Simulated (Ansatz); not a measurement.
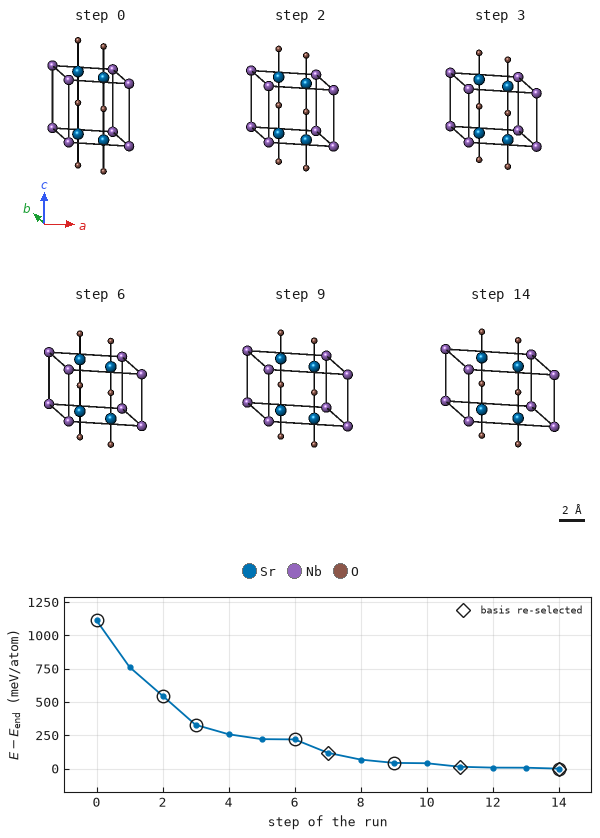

Frames of a relaxation of crystalline Sr2NbO2 (a generated structure, set up in P6/mmm) (coarse preliminary run), marked on the history of the run. A ball-and-stick model of the cell of the calculation, seen slightly off an axis.

Theory: Ansatz, DFT PBE, scalar-relativistic, plane waves, PAW. Set-up: plane-wave cutoff 420 eV; k-point mesh 6 × 6 × 4; occupations gaussian; smearing width 0.1 eV; collinear spin; cell and atoms relaxed; force threshold 0.04 eV/Å; at most 70 steps.

Question: What happens along the run?

Answer: The atoms keep their places relative to the cell (all moves are under 0.005 Å). The volume changes by +67.3 %, with a = b 5.085 → 7.217 Å (+41.9 %), c 5.240 → 4.353 Å (−16.9 %). Near-neighbour distances that change, for instance: Nb–Sr 2.936 → 4.167 Å, Sr–Sr 2.936 → 4.167 Å, O–Sr 2.620 → 2.176 Å. The space group stays P6/mmm (No. 191). The energy falls by 1113 meV per atom in 11 accepted moves (14 points after the start). All forces vanish by symmetry, so only the cell relaxes. The pressure goes from 6.05 to 0.12 GPa. At 3 points the geometry stayed and the basis and grid were re-selected for the new cell (energy shift of 100 meV per atom at most each time). Cost: 3.4 min on 1 thread of Intel(R) Xeon(R) Platinum 8259CL CPU @ 2.50GHz (Skylake/Cascade Lake), on a shared host, peak memory 0.61 GiB. From step 0 to 2: volume +4.4 %, energy −566 meV per atom. From step 2 to 3: volume +3.6 %, energy −218 meV per atom. From step 3 to 6: volume +12.5 %, energy −109 meV per atom. From step 6 to 9: volume +16.9 %, energy −176 meV per atom. From step 9 to 14: volume +17.7 %, energy −43.0 meV per atom.

Limits of the set-up: layers or molecules are held without a dispersion correction, so their spacing is unreliable.
